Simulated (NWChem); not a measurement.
# GB97-D/x2c-TZVPall (ZORA-SO) run of BH2SF (SMILES FBS)

We compute the energy of BH2SF. 

The calculation is run with NWChem 7.3.0.

## 1. The structure to begin with

BH2SF has 5 atoms, charge 0, and is taken as a singlet. As SMILES, `FBS`. Geometry: relaxed at PBE0-D4/def2-TZVP. This is one conformer, not always the lowest.

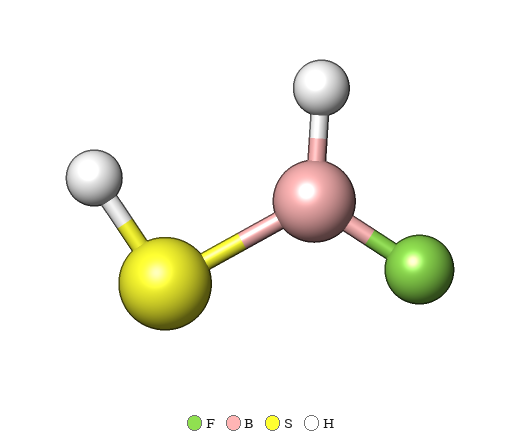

Viewed from a chosen angle; fluorine green, boron pink, sulfur yellow, hydrogen white.

## 2. The energy at GB97-D/x2c-TZVPall (ZORA-SO)

Contents of bfh2s.nw:

```
START bfh2s
TITLE "BFH2S B97-D"
memory 2200 mb

GEOMETRY units angstroms noautosym nocenter noautoz
F     -1.119100    -0.905900    -1.069200
B     -0.412800    -0.339100    -0.106100
S      0.972400     0.698600    -0.579400
H     -0.712000    -0.530900     1.033700
H      1.321400     1.003700     0.679600
END

BASIS spherical bse
* library x2c-TZVPall
END

RELATIVISTIC
zora on
END

DFT
xc becke97-d
grid coarse
convergence energy 1e-07
maxiter 100
print low
END

TASK sodft energy
```

The run is started by

```
$ nwchem bfh2s.nw > bfh2s.out
```

Standard output:

```text
[...]
      One electron energy =     -898.534565177103
           Coulomb energy =      327.106540479825
    Exchange-Corr. energy =      -41.119258605356
 Nuclear repulsion energy =       86.635633187726
    Dispersion correction =       -0.002000513544
[...]
      <S2> =      0.0001 (Exact =     0.0000)
[...]
```

Run time: 18 s. Hardware: 1 thread of Intel Xeon 6975P-C (Granite Rapids), shared host; peak memory 0.14 GiB.

## 3. What came out

At GB97-D/x2c-TZVPall (ZORA-SO):

| quantity | value |
| --- | --- |
| total energy | -525.91365 Eh |
| dispersion energy | -5.25 kJ/mol |
